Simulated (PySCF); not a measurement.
**CH₁₂Si₄: excited-state calculation**

- system: CH₁₂Si₄, SMILES [SiH3]C[SiH]([SiH3])[SiH3]
- method: TDDFT CAM-B3LYP/def2-SVPD, vertical, gas phase, core orbitals frozen in the response (PySCF 2.14.0)

The geometry comes from this level: PBE0-D3(BJ)/def2-SVP.

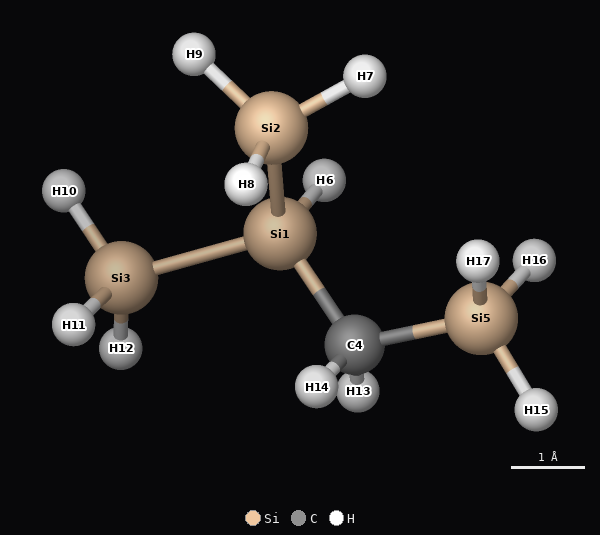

Fig. 1: The structure (ball-and-stick view, seen at a tilt; atoms are numbered from 1 in the order of the input).

**Summary**

| quantity | value |
| --- | --- |
| outcome | converged |
| total energy | −1202.879763 hartree |
| HOMO | −8.91 eV |
| LUMO | 0.65 eV |
| dipole moment | 0.79 D |
| mean polarisability | 131.23 a.u. |
| vertical ionisation energy | 9.49 eV |
| lowest singlet excitation | 6.49 eV |
| hardware | 1 CPU thread, shared host |
| wall time | 2.3 min |
| peak memory | 1.2 GiB |

**Input file**
```
{"job": {"kind": "uv", "xc": "CAM-B3LYP", "basis": "def2-SVPD", "nstates": 6, "ntriplets": 2, "ip": true}, "charge": 0, "multiplicity": 1}
Si    -0.409830    -0.058722    -0.622204
Si    -1.548814     1.227856     0.980839
Si    -1.602911    -2.057965    -0.915479
C      1.368725    -0.422268    -0.081084
Si     2.398698     1.105990     0.300290
H     -0.403266     0.692989    -1.919669
H     -1.079703     2.647650     1.007290
H     -1.335013     0.629385     2.336466
H     -3.015412     1.215441     0.684380
H     -2.985558    -1.779065    -1.414385
H     -1.707095    -2.774023     0.395452
H     -0.912915    -2.961824    -1.889367
H      1.863554    -1.005324    -0.876823
H      1.334797    -1.064608     0.815662
H      3.797564     0.735987     0.678824
H      2.446772     2.006971    -0.891807
H      1.782943     1.859774     1.436371
```

The first line tells a small driver script what to run in PySCF; the rest is the geometry in Å.

Launch command:
```bash
OMP_NUM_THREADS=1 python <driver script> task.json out
```

**Log**
```
coarse grid: 15024 points
cycle   1  E = -1202.6983561286  dE = -3.229e-01  |g| = 2.830e-01  |ddm| = 4.422e+00
cycle   2  E = -1202.7110179089  dE = -1.266e-02  |g| = 2.157e-01  |ddm| = 6.867e-01
cycle   3  E = -1202.7234508848  dE = -1.243e-02  |g| = 4.595e-02  |ddm| = 2.970e-01
cycle   4  E = -1202.7240963243  dE = -6.454e-04  |g| = 1.050e-02  |ddm| = 9.938e-02
cycle   5  E = -1202.7241374109  dE = -4.109e-05  |g| = 1.777e-03  |ddm| = 2.877e-02
cycle   6  E = -1202.7241386783  dE = -1.267e-06  |g| = 3.852e-04  |ddm| = 5.076e-03
final grid: 123376 points
cycle   7  E = -1202.8797625720  dE = -8.916e-06  |g| = 1.509e-03  |ddm| = 3.713e-02
cycle   8  E = -1202.8797625980  dE = -2.604e-08  |g| = 1.529e-03  |ddm| = 5.078e-03
cycle   9  E = -1202.8797632240  dE = -6.260e-07  |g| = 8.887e-05  |ddm| = 1.684e-03
cycle  10  E = -1202.8797632274  dE = -3.352e-09  |g| = 2.824e-05  |ddm| = 3.296e-04
cycle  11  E = -1202.8797632277  dE = -3.477e-10  |g| = 4.661e-06  |ddm| = 8.073e-05
```

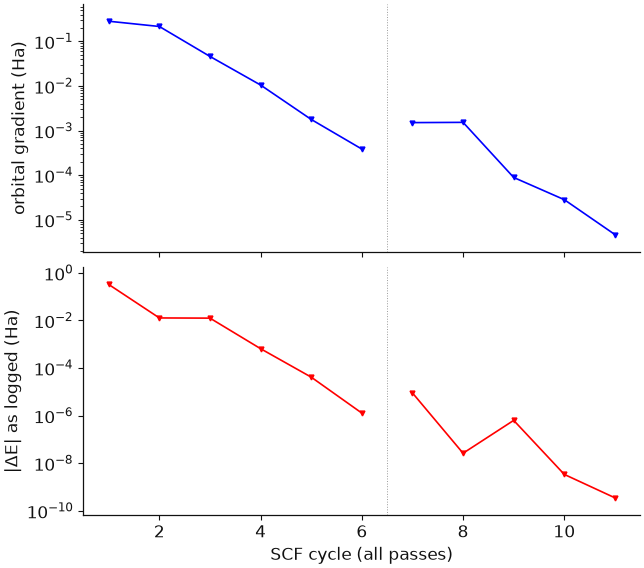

Fig. 2: Convergence of the self-consistent field: orbital gradient and size of the energy change against the SCF cycle. The dotted line marks the change from a coarse to the final integration grid. The first 6 cycles use a coarse grid, the final grid takes over at cycle 7, and the field converges after 11 cycles in all.

```
converged SCF energy = -1202.8797632277

Static polarisability (au): isotropic 131.227, principal 108.832 132.535 152.314

Singlet excitations
state   eV       nm        f      main configurations
  1   6.4920    191.0   0.02522   H->L 0.82
  2   6.7040    184.9   0.12348   H->L+1 0.70, H->L+4 0.09
  3   7.2053    172.1   0.03632   H->L+3 0.50, H->L+2 0.23
  4   7.2346    171.4   0.04572   H->L+2 0.37, H->L+3 0.21, H->L+5 0.12
  5   7.3048    169.7   0.11115   H-1->L 0.70, H->L+2 0.09
  6   7.4534    166.3   0.12627   H->L+4 0.30, H-1->L+1 0.29, H->L+6 0.15

Triplet excitations (Tamm-Dancoff, eV): 5.7685 6.0199
Vertical ionisation energy (delta-SCF) = 9.4888 eV
```

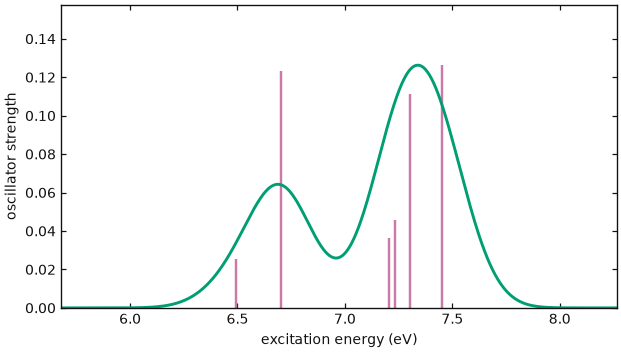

Fig. 3: Computed excitations as sticks (degenerate states added up, dark ones marked on the axis), with a Gaussian envelope of 0.35 eV full width at half maximum, scaled to the tallest. Of the 6 states the lowest lies at 6.49 eV (f = 0.025); the strongest line is at 7.45 eV, or 166 nm (f = 0.126).

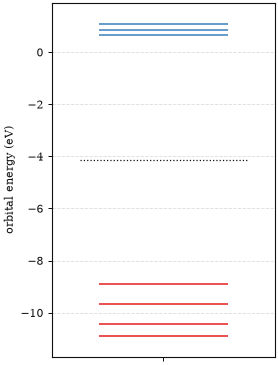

Fig. 4: Orbital energies near the frontier; the dotted line parts filled from empty levels, and levels within 0.02 eV of each other stand side by side. Highest filled −8.91 eV, lowest empty 0.65 eV, 9.56 eV apart.
